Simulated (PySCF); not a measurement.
# C7H9Cl: NMR shifts

What NMR shifts should C7H9Cl (`C=C[C@@H]1C[C@]12C[C@H]2Cl`) show?

Computed with PySCF 2.14.0, with density-fitted response routines of our own, on a single molecule in the gas phase. Atoms are numbered from 0 throughout.

**1. Starting geometry**

17 atoms, charge 0, multiplicity 1; geometry from: GFN2-xTB.

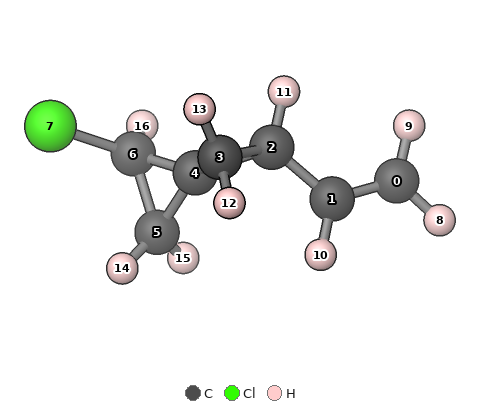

As it starts; carbon dark grey, chlorine green, hydrogen pink, atoms numbered.

**2. NMR shieldings: PBE0/pcSseg-1**

What the job is given:

```
{"job": {"kind": "nmr", "xc": "PBE0", "basis": "pcSseg-1"}, "charge": 0, "multiplicity": 1}
C      2.734628    -0.932964    -0.191973
C      1.602083    -0.372773     0.198134
C      0.686755     0.346830    -0.699878
C     -0.094275     1.542479    -0.173463
C     -0.782473     0.268873    -0.453955
C     -1.735003    -0.634663     0.233635
C     -1.971893    -0.190096    -1.191267
Cl    -3.275157     0.951247    -1.516099
H      3.379272    -1.452190     0.495164
H      3.063106    -0.891301    -1.217358
H      1.288683    -0.427133     1.232517
H      1.010387     0.391118    -1.733639
H      0.052725     1.828100     0.858103
H     -0.257047     2.375456    -0.841032
H     -2.369613    -0.219301     1.003302
H     -1.460177    -1.667296     0.397900
H     -1.879000    -0.904357    -1.998190
```

With the program's defaults for keys left out, this is: GIAO PBE0/pcSseg-1 NMR shielding, non-relativistic, gas phase.

Standard output:

```text
coarse grid: 14808 points
cycle   1  E = -731.6491152971  dE =  1.323e+00  |g| = 3.742e-01  |ddm| = 3.798e+00
cycle   2  E = -731.6522175675  dE = -3.102e-03  |g| = 3.831e-01  |ddm| = 7.214e-01
cycle   3  E = -731.6887129431  dE = -3.650e-02  |g| = 5.334e-02  |ddm| = 3.936e-01
cycle   4  E = -731.6892419499  dE = -5.290e-04  |g| = 2.732e-02  |ddm| = 8.567e-02
cycle   5  E = -731.6894163857  dE = -1.744e-04  |g| = 5.421e-03  |ddm| = 3.106e-02
cycle   6  E = -731.6894233456  dE = -6.960e-06  |g| = 1.807e-03  |ddm| = 8.567e-03
final grid: 138552 points
cycle   7  E = -731.7371212235  dE = -4.514e-05  |g| = 8.919e-03  |ddm| = 4.148e-02
cycle   8  E = -731.7371129206  dE =  8.303e-06  |g| = 1.056e-02  |ddm| = 1.958e-02
cycle   9  E = -731.7371416086  dE = -2.869e-05  |g| = 1.428e-03  |ddm| = 1.195e-02
cycle  10  E = -731.7371420545  dE = -4.458e-07  |g| = 2.856e-04  |ddm| = 1.717e-03
cycle  11  E = -731.7371420724  dE = -1.790e-08  |g| = 9.177e-05  |ddm| = 3.155e-04
cycle  12  E = -731.7371420741  dE = -1.778e-09  |g| = 3.688e-05  |ddm| = 1.069e-04
cycle  13  E = -731.7371420745  dE = -3.338e-10  |g| = 8.336e-06  |ddm| = 4.213e-05
converged SCF energy = -731.7371420745

GIAO shielding tensors (ppm)
atom      isotropic    diamagn.    paramagn.     s11        s22        s33       span
  0 C       66.483     252.953    -186.470    -48.418     86.340    161.526    209.944
  1 C       38.502     253.465    -214.964    -82.307     52.567    145.246    227.553
  2 C      156.214     249.372     -93.158    123.987    145.817    198.839     74.852
  3 C      169.708     250.815     -81.108    142.681    169.949    196.493     53.812
  4 C      160.543     251.553     -91.011     97.351    181.326    202.951    105.600
  5 C      168.972     248.499     -79.527    137.322    166.757    202.837     65.516
  6 C      144.747     252.108    -107.360    103.143    128.235    202.864     99.721
  7 Cl     829.337    1145.514    -316.177    632.893    759.384   1095.733    462.840
  8 H       26.412      28.971      -2.560     22.906     25.301     31.028      8.123
  9 H       26.215      30.730      -4.514     22.277     25.341     31.028      8.752
 10 H       26.154      32.323      -6.169     22.947     24.189     31.326      8.379
 11 H       29.795      32.834      -3.039     23.355     29.304     36.726     13.371
 12 H       30.870      31.357      -0.487     25.387     27.841     39.382     13.996
 13 H       30.198      30.704      -0.506     25.277     27.005     38.313     13.035
 14 H       30.711      29.708       1.003     25.305     28.208     38.619     13.315
 15 H       30.384      30.655      -0.271     25.144     26.854     39.154     14.011
 16 H       28.429      30.682      -2.253     20.420     28.222     36.647     16.227
```

It took 22 s on 1 thread, shared host.

Shifts follow as δ = σ(reference) − σ, with reference shieldings (ppm) from runs at the same level and on the same kind of geometry: 1H TMS 31.72, 13C TMS 186.9, 35Cl HCl 950. The references are single molecules in the gas phase.

| atoms | environment | σ (ppm) | δ (ppm) | δ scaled to CDCl3 |
| --- | --- | --- | --- | --- |
| C1 | alkene CH | 38.5 | 148.4 | 142.9 |
| C0 | terminal =CH2 carbon | 66.5 | 120.4 | 115.6 |
| C6 | three-membered-ring carbon bearing a halogen | 144.7 | 42.2 | 39.3 |
| C2 | three-membered-ring carbon | 156.2 | 30.7 | 28.1 |
| C4 | three-membered-ring carbon | 160.5 | 26.4 | 23.8 |
| C5 | three-membered-ring carbon | 169.0 | 18.0 | 15.6 |
| C3 | three-membered-ring carbon | 169.7 | 17.2 | 14.9 |
| H10 | hydrogen on an alkene CH | 26.15 | 5.56 | 5.35 |
| H9 | hydrogen on a terminal =CH2 carbon | 26.22 | 5.50 | 5.29 |
| H8 | hydrogen on a terminal =CH2 carbon | 26.41 | 5.31 | 5.11 |
| H16 | hydrogen on a three-membered-ring carbon bearing a halogen | 28.43 | 3.29 | 3.20 |
| H11 | hydrogen on a three-membered-ring carbon | 29.79 | 1.92 | 1.92 |
| H13 | hydrogen on a three-membered-ring carbon | 30.20 | 1.52 | 1.54 |
| H15 | hydrogen on a three-membered-ring carbon | 30.38 | 1.33 | 1.36 |
| H14 | hydrogen on a three-membered-ring carbon | 30.71 | 1.01 | 1.05 |
| H12 | hydrogen on a three-membered-ring carbon | 30.87 | 0.85 | 0.90 |
| Cl7 | chlorine bonded to C | 829 | 120 | – |

The scaled column applies a straight-line fit of computed shieldings to shifts measured in CDCl3, with any fitted terms for Cl, Br or S neighbours (root-mean-square error 0.16 ppm for H, 1.9 ppm for C).

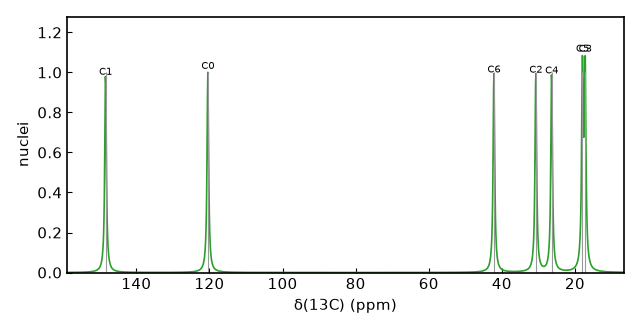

13C lines at the computed shifts, without couplings. Lines are broadened to a width of 0.52 ppm (Lorentzian).

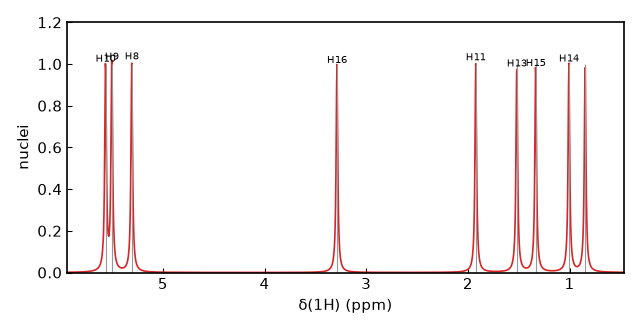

1H lines at the computed shifts, without couplings. Lines are broadened to a width of 0.02 ppm (Lorentzian).

The run also stored atomic charges by several schemes (e):

| atoms | Mulliken | IAO | Hirshfeld | ESP fit |
| --- | --- | --- | --- | --- |
| C0 | -0.14 | -0.33 | -0.11 | -0.49 |
| C1 | -0.12 | -0.13 | -0.04 | -0.12 |
| C2 | -0.22 | -0.13 | -0.03 | 0.01 |
| C3 | -0.07 | -0.28 | -0.08 | -0.37 |
| C4 | -0.21 | -0.01 | -0.01 | 0.16 |
| C5 | -0.09 | -0.29 | -0.09 | -0.30 |
| C6 | -0.19 | -0.13 | -0.01 | -0.16 |
| Cl7 | -0.11 | -0.09 | -0.07 | -0.13 |

Mulliken charges:

C0 -0.14; C1 -0.12; C2 -0.22; C3 -0.07; C4 -0.21; C5 -0.09; C6 -0.19; Cl7 -0.11; H8 0.11; H9 0.11; H10 0.09; H11 0.12; H12 0.13; H13 0.14; H14 0.14; H15 0.14; H16 0.16

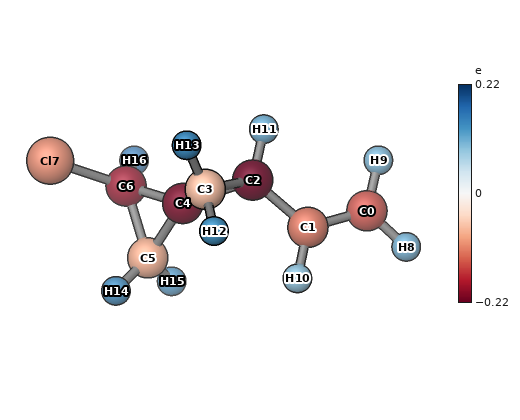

Mulliken charges, as colours on the atoms.

Mayer bond orders: C0–C1 1.96, C1–C2 1.02, C2–C3 0.93, C3–C4 0.92, C4–C5 0.92, C5–C6 0.93, C6–Cl7 1.02, C4–C2 0.88, C6–C4 0.89.

Ring of atoms C2, C3, C4: NICS(0) -39.2, NICS(1) -6.6, NICS(1)zz -19.1 ppm (means of both faces).

In rings of three or four atoms NICS is ruled by the nearby σ bonds, so it says little on aromaticity.

Ring of atoms C4, C5, C6: NICS(0) -38.2, NICS(1) -6.9, NICS(1)zz -17.6 ppm (means of both faces).

In rings of three or four atoms NICS is ruled by the nearby σ bonds, so it says little on aromaticity.

**3. What came out**

| quantity | value |
| --- | --- |
| 13C shifts against TMS (PBE0/pcSseg-1) | 148.4, 120.4, 42.2, 30.7, 26.4, 18.0, 17.2 ppm |
| 1H shifts against TMS (PBE0/pcSseg-1) | 5.56, 5.50, 5.31, 3.29, 1.92, 1.52, 1.33, 1.01, 0.85 ppm |
| 35Cl shifts against HCl (PBE0/pcSseg-1) | 120 ppm |

The most deshielded carbon is C1 (alkene CH), at 148.4 ppm: the olefinic region. The most deshielded hydrogen is H10 (hydrogen on an alkene CH), at 5.56 ppm: olefinic region. At PBE0/pcSseg-1: Shielding is most anisotropic at Cl7 (span 463 ppm, paramagnetic term -316 ppm).
